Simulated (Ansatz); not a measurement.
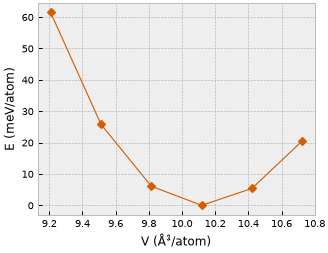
*AlCrB in space group Cmcm (No. 63; Al on 4c, B on 4c, Cr on 4c) under volume change, plane-wave PAW r²SCAN (Ansatz code), shape and atoms relaxed at each volume.*

What does a third-order Birch–Murnaghan fit give for V₀, B₀ and B′?

V₀ = 10.12 Å³/atom, B₀ = 202 GPa, B′ = 4.5.

The start of the workflow was typed in or built on a structure type; neither database checked (COD, Materials Project) lists it. Whether it is the stable phase at ambient conditions was not checked. The r²SCAN relaxation kept the symmetry of its start; its stability against distortions is not shown here. The workflow began spin-polarised and lost its moments.

Potentials: the earlier of the program's two PAW sets.
